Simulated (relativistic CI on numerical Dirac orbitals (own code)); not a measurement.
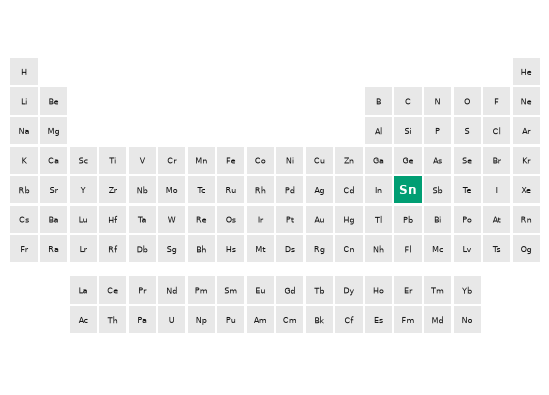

Figure 1. The place of tin in the periodic table.

# Run report: Sn²⁹⁺, relativistic CI calculation

Sn²⁹⁺. Level asked for: Dirac-Coulomb-Breit CI, KLI orbitals optimised for each configuration, model QED (radiative potential, 1s self-energy scaled to tabulated hydrogen-like ionisation energies), numerical settings as typed (relativistic CI on numerical Dirac orbitals, in-house).

Input:
```
atom Sn  Z=50  charge=29  electrons=21
nucleus A=120  rms_radius_fm=4.6519
hamiltonian dirac-coulomb  breit=on  qed=on  c_scale=1
orbitals kli  potential=per-configuration
slater_scale 1
correlation none
mixing on
grid step=0.0125 r_max=3.9
scf mixing=0.4 start=green max_iterations=2 tolerance=2e-08 node_fill=0.05
configurations
  [Ar] 3d3
end
```

Hardware: 1 CPU thread, shared host.

Launched within a batch (the task file carries these settings):
```bash
python <driver script> task.json out
```

The program writes its results to a structured record and prints no log; tables and figures of this report are taken from that record.

Outcome:

- outcome: not converged

What went wrong:

The input is odd on purpose: iterations. The run did not meet its convergence test, so its last values are not results. To bear in mind: SCF of 1s2 2s2 2p6 3s2 3p6 3d3 did not converge.
